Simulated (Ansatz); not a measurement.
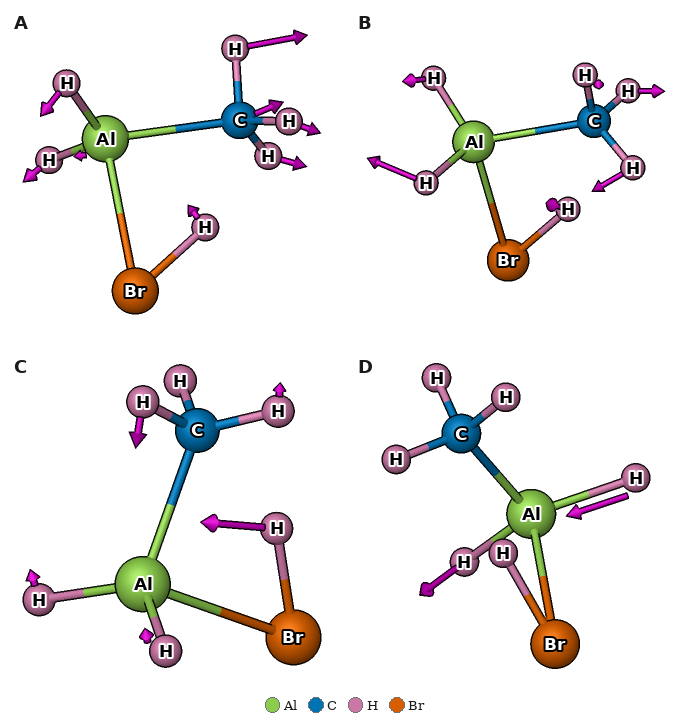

4 normal modes of one molecule or complex, as arrows. Harmonic vibrations computed with RKS PBE0-D4/def2-SVP (Ansatz 0.2.0) at a stationary point of the same level. It is a saddle point of order 1.

**Match the panels to the wavenumbers 459i cm⁻¹, 524 cm⁻¹, 776 cm⁻¹, 1937 cm⁻¹.**

A: 524 cm⁻¹
B: 776 cm⁻¹, angle bending
C: 459i cm⁻¹
D: 1937 cm⁻¹, out-of-phase stretching of 2 Al–H bonds
